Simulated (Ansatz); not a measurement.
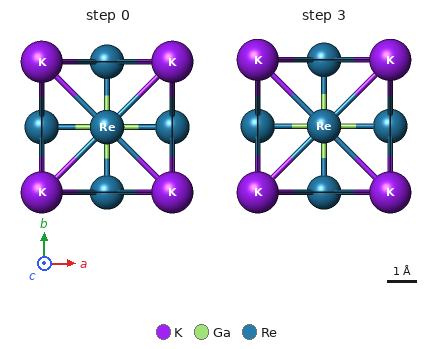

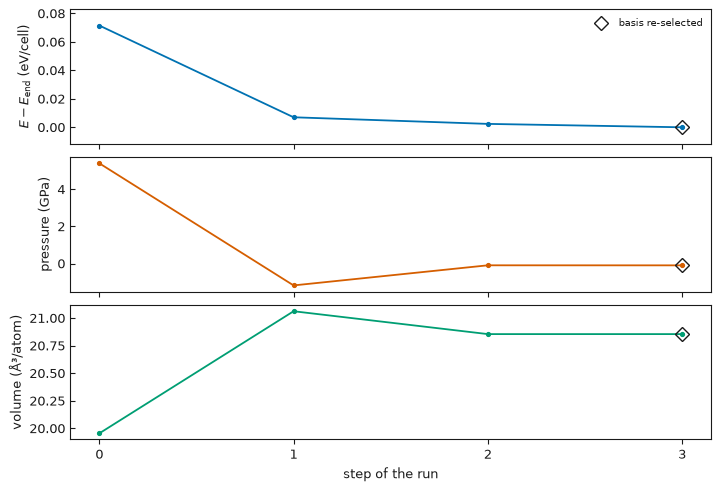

First and last geometry of a relaxation of solid KGaRe3 (a generated structure, set up in Pm-3m) (coarse preliminary run), with the history of the run. Style: ball-and-stick. Shown: the cell of the calculation, along the c axis.

Level of theory: DFT PBE, scalar-relativistic, plane waves, PAW (Ansatz). (plane-wave cutoff 420 eV; k-point mesh 4 × 4 × 4; occupations gaussian; smearing width 0.1 eV; no spin polarisation; cell and atoms relaxed; force threshold 0.04 eV/Å; at most 70 steps)

**What do the curves and the structures tell?**

It converged. Over 2 accepted moves (3 points after the start) the energy falls by 71.5 meV per cell of the calculation. All forces vanish by symmetry, so only the cell relaxes. The pressure goes from 5.40 to −0.10 GPa. The SCF was repeated once at an unchanged geometry on a basis and grid sized afresh for the cell, which shifted the energy by 2.4 meV per cell of the calculation at most. The atoms keep their places relative to the cell (all moves are under 0.005 Å). Cell: a = b = c 4.638 → 4.707 Å (+1.5 %). Volume +4.5 %. Near-neighbour distances that change, for instance: K–Re 3.280 → 3.328 Å, Ga–Re 2.319 → 2.353 Å. The space group stays Pm-3m (No. 221). Cost: 6.1 s on 1 thread of Intel(R) Xeon(R) 6975P-C (Granite Rapids), with other jobs on the host, peak memory 0.45 GiB.

```csv
step,"E − E(0), meV/atom","pressure, GPa","volume, Å³/atom",note
0,0.00,5.40,19.955,
1,-12.89,-1.18,21.062,
2,-13.83,-0.10,20.855,
3,-14.30,-0.10,20.855,"same geometry, new basis"
```
